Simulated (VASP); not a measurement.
Band structure of C (space group Fd-3m). Method: PBE GGA, VASP's PBE PAW potentials (set 64) (plane waves; VASP 6.6.1).

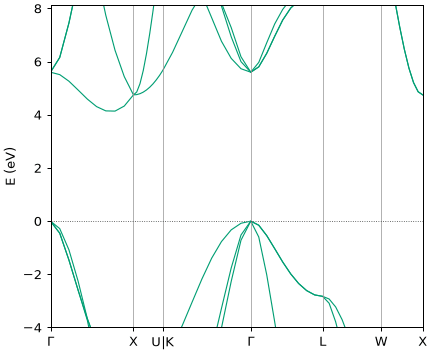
*Bands along high-symmetry lines, zero at the valence-band maximum or, without a gap, the Fermi level*

### Question
Read the plot: is there a gap, and where are the band edges?

### Answer
The gap is indirect, 4.12 eV, from the valence maximum at Γ to the conduction minimum at (0.36, 0.36, 0.00).

The structure is a typed C crystal (Fd-3m). The cell was not relaxed at this level.
